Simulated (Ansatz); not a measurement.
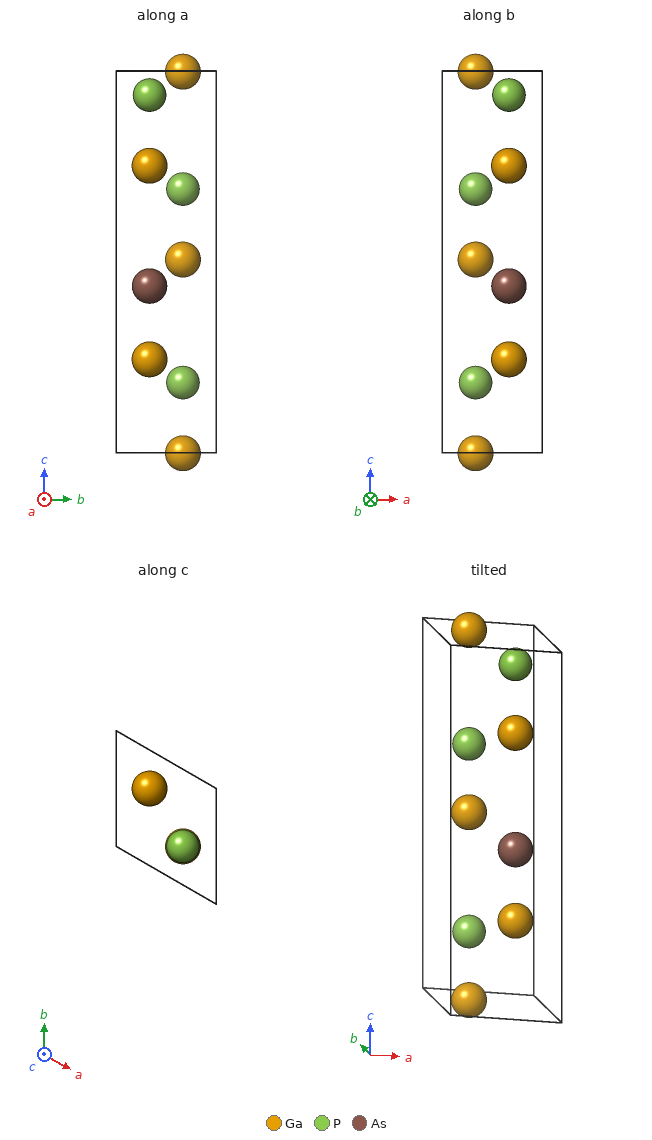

Spheres-only drawing of the structure, looking along the a axis, along the b axis, along the c axis and slightly off an axis. Lines trace the edges of the conventional unit cell.

Lattice parameters: a = 3.9217 Å, b = 3.9217 Å, c = 12.9373 Å, α = 90.000°, β = 90.000°, γ = 120.000°.

### Write down what is shown as a CIF in P1 with every atom of the cell, with free fractional coordinates to two decimals.

```cif
data_structure
_symmetry_space_group_name_H-M 'P 1'
_symmetry_Int_Tables_number 1
_cell_length_a 3.9217
_cell_length_b 3.9217
_cell_length_c 12.9373
_cell_angle_alpha 90.000
_cell_angle_beta 90.000
_cell_angle_gamma 120.000
_cell_volume 172.31
loop_
_atom_site_label
_atom_site_type_symbol
_atom_site_fract_x
_atom_site_fract_y
_atom_site_fract_z
_atom_site_occupancy
Ga1 Ga 0.3333 0.6667 0.51 1
Ga2 Ga 0.3333 0.6667 0.00 1
Ga3 Ga 0.6667 0.3333 0.24 1
Ga4 Ga 0.6667 0.3333 0.75 1
P1 P 0.3333 0.6667 0.18 1
P2 P 0.3333 0.6667 0.69 1
P3 P 0.6667 0.3333 0.94 1
As1 As 0.6667 0.3333 0.44 1
```

Its origin is a structure type filled with these elements by a generator (whether the compound takes this form wasn't checked). Atoms and cell were optimised with DFT PBE, scalar-relativistic, plane waves, PAW (Ansatz 0.2.0).
